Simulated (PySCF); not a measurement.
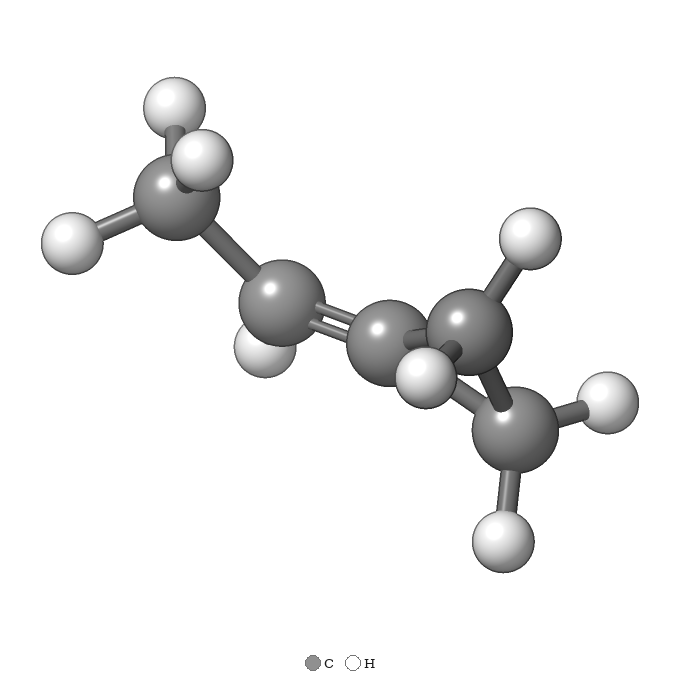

Ball-and-stick drawing of a structure.

Computed geometry: GFN2-xTB optimisation. No frequency run is at hand to confirm it as a minimum.

What is the molecular formula?

C5H8, 13 atoms: 5 carbon and 8 hydrogen.

Describe its rings.

Independent rings (smallest set): 1 of 3 members.

Give the symmetry (Schoenflies symbol).

Cs.

More results for the same structure follow; atom numbers are the same in all pictures, views and colours differ.

Geometry

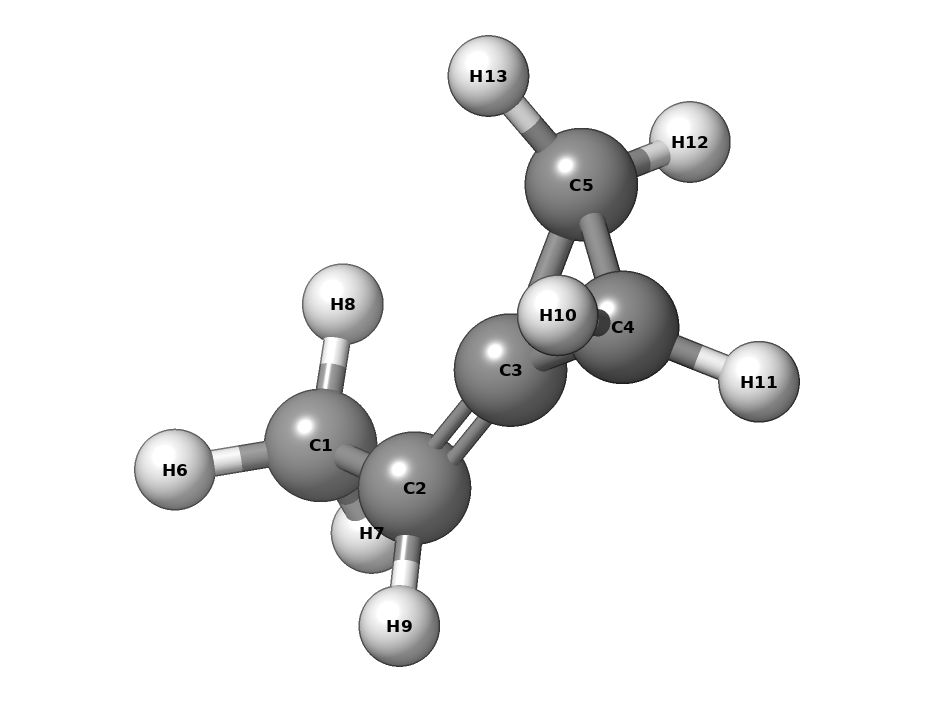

Numbered structure. No frequency run is at hand to confirm it as a minimum.

What are the angles C2–C1–H6, C2–C1–H8, C1–C2–C3, C1–C2–H9, C3–C2–H9, C2–C3–C4, C2–C3–C5, C4–C3–C5, C3–C4–C5, C3–C4–H10, C5–C4–H10, C3–C5–C4, C3–C5–H12, C4–C5–H12?

```tsv
angle	degrees
C2–C1–H6	110.2
C2–C1–H8	110.7
C1–C2–C3	123.9
C1–C2–H9	116.1
C3–C2–H9	120.1
C2–C3–C4	149.4
C2–C3–C5	148.2
C4–C3–C5	62.4
C3–C4–C5	58.8
C3–C4–H10	118.8
C5–C4–H10	118.3
C3–C5–C4	58.8
C3–C5–H12	118.9
C4–C5–H12	118.4
```

Ring current

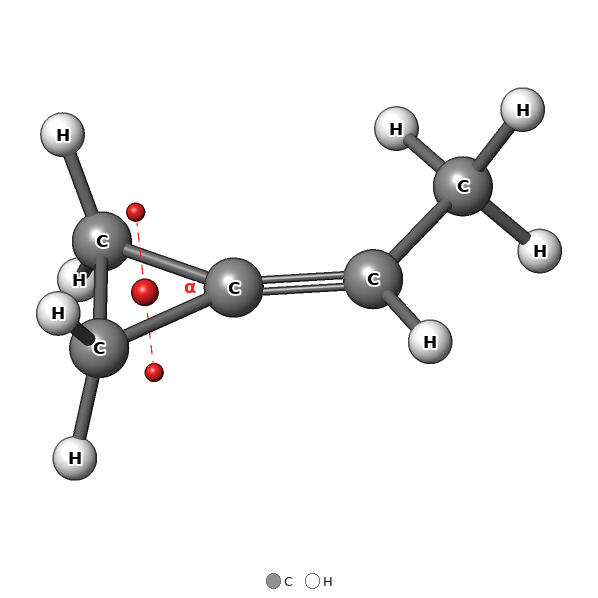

The small points mark where nucleus-independent chemical shifts (NICS) were computed: at the centre of each lettered ring and 1 Å above and below it. No frequency run is at hand to confirm it as a minimum. Method: GIAO PBE0/pcSseg-1 NMR shielding, non-relativistic, gas phase (PySCF 2.14.0).

Give NICS(0), NICS(1) and the out-of-plane component NICS(1)zz for each ring (means of the two sides).

```
ring  members  NICS(0)  NICS(1)  NICS(1)zz
   α       C3    −31.8     −7.7      −19.4
```

Values in ppm.

Electronic properties

No frequency run is at hand to confirm it as a minimum. Level of theory: PBE0/def2-SVPD, gas phase (PySCF 2.14.0). Excitations: vertical, linear response.

Predict the main results.

- dipole moment: 0.13 D
- HOMO energy (Kohn–Sham orbital): −7.02 eV
- LUMO energy (Kohn–Sham orbital): 0.47 eV
- HOMO–LUMO gap: 7.49 eV
- mean static polarisability: 60.9 bohr³
- lowest vertical singlet excitation: 6.78 eV
- its oscillator strength: 0.000
- brightest of the 6 lowest singlets: 7.12 eV
- its oscillator strength: 0.49

NMR shielding

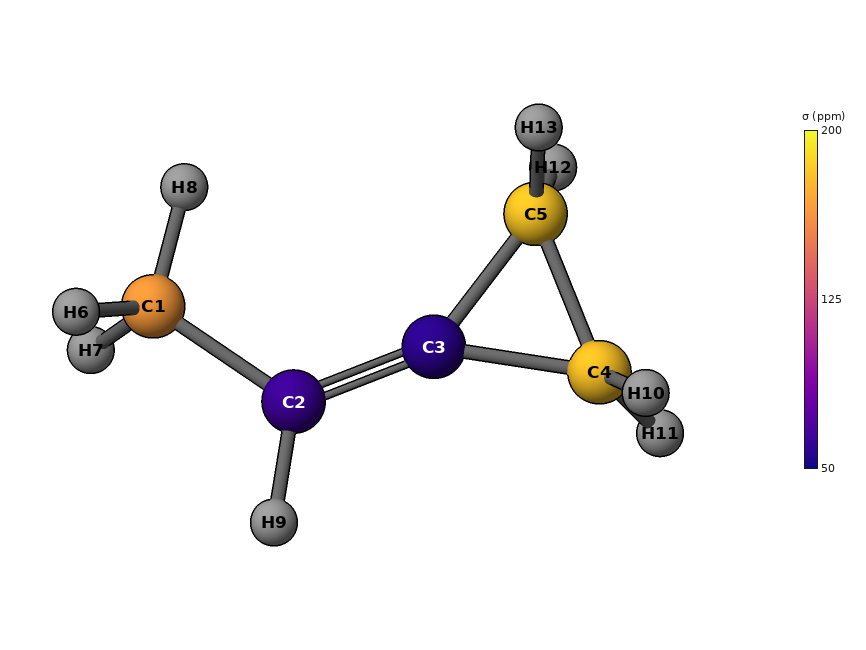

Atoms are coloured by their isotropic NMR shieldings (C only, the others grey). No frequency run is at hand to confirm it as a minimum. Level of theory: GIAO PBE0/pcSseg-1 NMR shielding, non-relativistic, gas phase (PySCF 2.14.0).

Which C atom is the most shielded (lowest chemical shift)?

C5 (183.1 ppm).

Which C atom is the least shielded (highest chemical shift)?

C3 (58.9 ppm).

How wide is the range of C shifts?

124.2 ppm.

List the isotropic NMR shieldings of the C atoms.

```json
{"atom": "C1", "σ (ppm)": "165.5"}
{"atom": "C2", "σ (ppm)": "64.8"}
{"atom": "C3", "σ (ppm)": "58.9"}
{"atom": "C4", "σ (ppm)": "181.8"}
{"atom": "C5", "σ (ppm)": "183.1"}
```
